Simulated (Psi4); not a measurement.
# C2HF2Ge (SMILES C#[C][Ge]([F])[F]): UPBE/cc-pVDZ-DK (sfX2C, sweep point 1)

Aim: the energy change on altering one bond length of C2HF2Ge at UPBE/cc-pVDZ-DK (sfX2C, sweep point 1), from 2 runs. 

The results are computed with Psi4 1.11.

## Step 1: The molecule

C2HF2Ge has 6 atoms, charge 0, and is taken as a doublet. As SMILES, `C#[C][Ge]([F])[F]`. The coordinates come from a PBE0-D4/def2-TZVP relaxation.

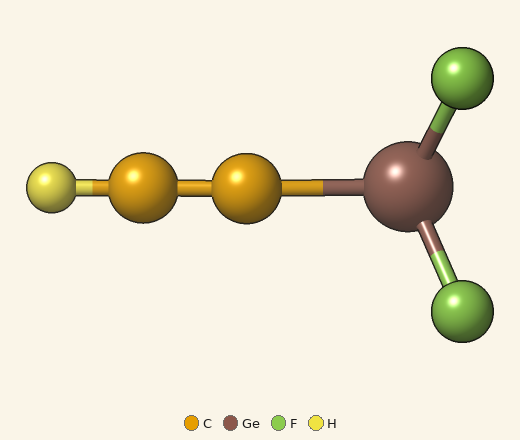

Viewed from a chosen angle; carbon amber, germanium brown, fluorine green, hydrogen yellow.

## Step 2: The energy at UPBE/cc-pVDZ-DK (sfX2C, sweep point 1)

Contents of job.in:

```
memory 1600 mb

molecule {
  0 2
  C     -0.190100     0.518400     1.692900
  C     -0.131400     0.204200     0.530300
  Ge    -0.289600    -0.139700    -1.323100
  F     -0.276600    -1.850600    -1.565100
  F      1.142900     0.424100    -2.108200
  H     -0.213200     0.779700     2.727000
  symmetry c1
}

set {
  basis                cc-pVDZ-DK
  reference            uks
  puream               true
  scf_type             pk
  dft_radial_points    99
  dft_spherical_points 590
  maxiter              100
  relativistic         x2c
}

result, w = energy("pbe", return_wfn=True)
```

The run is started by

```bash
$ psi4 job.in job.out -n 1
```

job.out:

```text
[...]
  Running in c1 symmetry.
[...]
  Nuclear repulsion =  338.439495053189944
[...]
  Multiplicity = 2
[...]
  Nalpha       = 32
  Nbeta        = 31
[...]
    Number of basis functions: 88
[...]
    WARNING: The X2C and Dirac Hamiltonians have substatially different eigenvalues!
             This is probably caused by the recontraction of the basis set.
[...]
   @UKS iter   1: -2374.09984415482359   -2.90135e+00   1.37774e-02 ADIIS/DIIS
[...]
   @UKS iter  10: -2374.81279690207339   -2.95545e-08   7.56851e-07 DIIS
[...]
   @S^2 Observed:                7.512855881E-01
[...]
    Orbital Energies [Eh]
    ---------------------
    Alpha Occupied:
       1A   -402.464367     2A    -50.450163     3A    -44.105872
       4A    -44.105057     5A    -44.104781     6A    -24.286081
       7A    -24.286066     8A     -9.937918     9A     -9.926427
      10A     -6.234399    11A     -4.294837    12A     -4.294788
      13A     -4.292540    14A     -1.149652    15A     -1.138370
      16A     -1.122939    17A     -1.121808    18A     -1.121619
      19A     -1.062255    20A     -1.035620    21A     -0.707233
      22A     -0.555879    23A     -0.498036    24A     -0.415666
      25A     -0.408654    26A     -0.372682    27A     -0.344168
      28A     -0.343968    29A     -0.335191    30A     -0.288792
      31A     -0.284132    32A     -0.224389
[...]
  @UKS Final Energy: -2374.81279690207339
   => Energetics <=
    Nuclear Repulsion Energy =            338.4394950531899440
    One-Electron Energy =               -3977.5014354189825099
    Two-Electron Energy =                1376.0928245469401645
    DFT Exchange-Correlation Energy =    -111.8436810832208579
    Empirical Dispersion Energy =           0.0000000000000000
    VV10 Nonlocal Energy =                  0.0000000000000000
    Total Energy =                      -2374.8127969020733872
  UHF NO Occupations:
  HONO-2 :   30  A 1.9999168
  HONO-1 :   31  A 1.9996244
[...]
 Multipole Moments:
 ------------------------------------------------------------------------------------
     Multipole            Electronic (a.u.)      Nuclear  (a.u.)        Total (a.u.)
 ------------------------------------------------------------------------------------
 L = 1.  Multiply by 2.5417464519 to convert [e a0] to [Debye]
 Dipole X            :         -1.5714896            1.0174442           -0.5540455
 Dipole Y            :         -0.7558886            1.2773611            0.5214724
 Dipole Z            :         -7.2700714            8.0078096            0.7377382
 Magnitude           :                                                    1.0597913
[...]
```

It took 31 s on 1 thread of Intel Xeon at 2.60GHz (Ice Lake), shared host; peak memory 1.2 GiB.

## Step 3: The distorted shape

Contents of calc.dat:

```
memory 1600 mb

molecule {
  0 2
  C     -1.336126     0.067350     2.320994
  C     -1.277426    -0.246850     1.158394
  Ge    -1.435626    -0.590750    -0.695006
  F     -1.422626    -2.301650    -0.937006
  F      1.142900     0.424100    -2.108200
  H     -1.359226     0.328650     3.355094
  units angstrom
  symmetry c1
}

set basis cc-pVDZ-DK
set reference uks
set puream true
set scf_type pk
set dft_radial_points 99
set dft_spherical_points 590
set maxiter 100
set relativistic x2c

energy('pbe')
print_variables()
```

The run is started by

```bash
$ psi4 -n 1 calc.dat calc.out
```

calc.out:

```text
[...]
  Running in c1 symmetry.
[...]
  Nuclear repulsion =  290.083428974245464
[...]
  Multiplicity = 2
[...]
  Nalpha       = 32
  Nbeta        = 31
[...]
    Number of basis functions: 88
[...]
    WARNING: The X2C and Dirac Hamiltonians have substatially different eigenvalues!
             This is probably caused by the recontraction of the basis set.
[...]
   @UKS iter   1: -2374.00212019123819   -3.18302e+00   1.31508e-02 ADIIS/DIIS
[...]
   @UKS iter  32: -2374.70433863896915   -2.21544e-08   7.03860e-07 DIIS
[...]
   @S^2 Observed:                7.563702851E-01
[...]
    Orbital Energies [Eh]
    ---------------------
    Alpha Occupied:
       1A   -402.475781     2A    -50.462007     3A    -44.118788
       4A    -44.116543     5A    -44.116115     6A    -24.303663
       7A    -24.243018     8A     -9.954210     9A     -9.932490
      10A     -6.240552    11A     -4.304625    12A     -4.299213
      13A     -4.295674    14A     -1.152030    15A     -1.129823
      16A     -1.128669    17A     -1.126933    18A     -1.123647
      19A     -1.060814    20A     -0.980968    21A     -0.720853
      22A     -0.561499    23A     -0.505488    24A     -0.417306
      25A     -0.375030    26A     -0.369319    27A     -0.332347
      28A     -0.303555    29A     -0.299266    30A     -0.271533
      31A     -0.265812    32A     -0.258552
[...]
  @UKS Final Energy: -2374.70433863896915
   => Energetics <=
    Nuclear Repulsion Energy =            290.0834289742454644
    One-Electron Energy =               -3880.9097522204465349
    Two-Electron Energy =                1327.8436781644045368
    DFT Exchange-Correlation Energy =    -111.7216935571727703
    Empirical Dispersion Energy =           0.0000000000000000
    VV10 Nonlocal Energy =                  0.0000000000000000
    Total Energy =                      -2374.7043386389691477
  UHF NO Occupations:
  HONO-2 :   30  A 1.9998948
  HONO-1 :   31  A 1.9970722
[...]
 Multipole Moments:
 ------------------------------------------------------------------------------------
     Multipole            Electronic (a.u.)      Nuclear  (a.u.)        Total (a.u.)
 ------------------------------------------------------------------------------------
 L = 1.  Multiply by 2.5417464519 to convert [e a0] to [Debye]
 Dipole X            :         -2.7302793            1.5778653           -1.1524140
 Dipole Y            :         -1.3034835            1.4979302            0.1944467
 Dipole Z            :         -6.3246497            7.7006637            1.3760140
 Magnitude           :                                                    1.8053482
[...]
```

Run time: 53 s. Hardware: 1 thread of Intel Xeon at 2.60GHz (Ice Lake), shared host; peak memory 1.2 GiB.

## Step 4: Summary of results

At UPBE/cc-pVDZ-DK (sfX2C, sweep point 1):

```
                                                          quantity           value
                                         first shape: total energy  -2374.81280 Eh
                                        first shape: dipole moment          2.69 D
                   first shape: HOMO energy (highest over α and β)        -6.11 eV
                    first shape: LUMO energy (lowest over α and β)        -4.88 eV
                                                 first shape: ⟨S²⟩           0.751
                                     distorted shape: total energy  -2374.70434 Eh
                                    distorted shape: dipole moment          4.59 D
               distorted shape: HOMO energy (highest over α and β)        -6.71 eV
                distorted shape: LUMO energy (lowest over α and β)        -6.27 eV
                                             distorted shape: ⟨S²⟩           0.756
energy change with the Ge3–F5 bond stretched from 1.728 to 3.111 Å        2.951 eV
```

With the Ge3–F5 bond stretched from 1.728 to 3.111 Å the energy rises by 2.95 eV (285 kJ/mol). The first shape isn't relaxed at this level, so the change isn't measured from a minimum.
